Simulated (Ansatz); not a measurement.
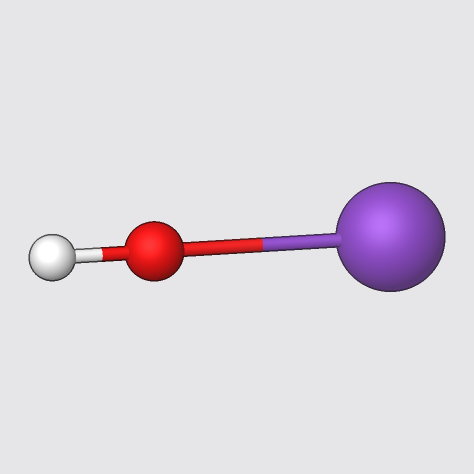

Ball-and-stick drawing of a structure. Colours: potassium purple, oxygen red, hydrogen white.

**Which formula does it have?**

HKO, 3 atoms: 1 hydrogen, 1 potassium and 1 oxygen.

**What is the point group of this geometry?**

C∞v.

**Count the bonded pairs by element.**

1 K–O, 1 O–H. Sticks follow a distance rule.

The parts below concern this one geometry. Atoms keep their numbers from picture to picture. The computed structure is the end point of a PBE0-D4/def2-TZVP optimisation.

### Shape

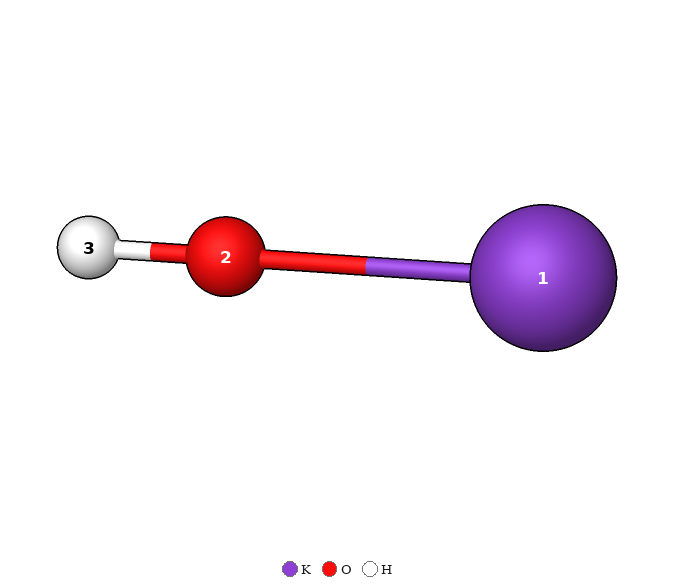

The atoms are numbered.

Which atoms are bonded, and how long are the bonds?

```tsv
bond	length (Å)
K1–O2	2.210
O2–H3	0.955
```

### Dipole moment

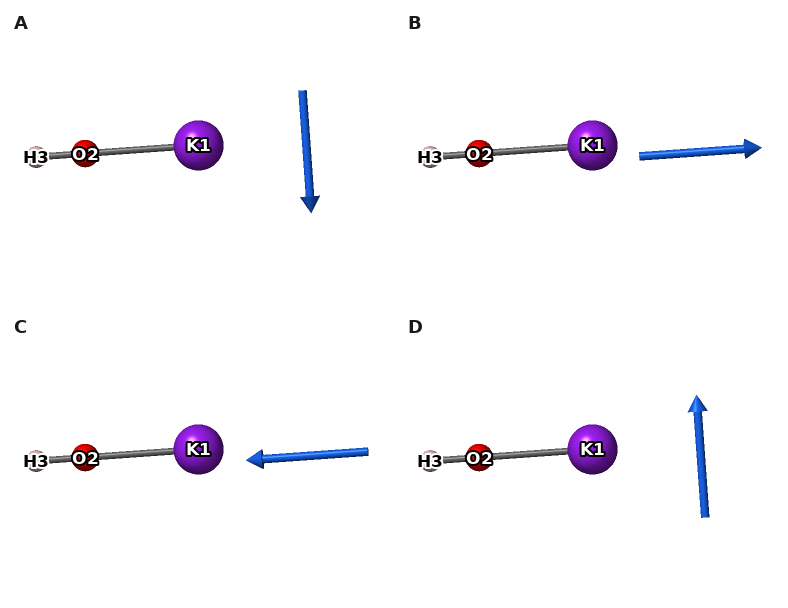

The same molecule four times, each with an arrow. Method: RKS PBE0-D4/def2-TZVP (Ansatz 0.2.0).

**Which arrow points along the dipole moment, from the negative to the positive end?**

B. The dipole moment is 7.00 D; it points from the side of H3 to the side of K1 (the outermost atoms at the two ends).

### Charges

The questions are on Mulliken charges. Properties computed with RKS PBE0-D4/def2-TZVP (Ansatz 0.2.0).

List the Mulliken charges.

| atom | value (e) |
| --- | --- |
| K1 | 0.71 |
| O2 | −0.96 |
| H3 | 0.25 |

### Electronic properties

Method: RKS PBE0-D4/def2-TZVPPD (Ansatz 0.2.0).

**Give the HOMO–LUMO gap at this level.**

4.07 eV.

**What is the HOMO energy (Kohn–Sham orbital)?**

−4.95 eV.

Mulliken values depend strongly on the basis set and can even reverse the polarity of a bond.
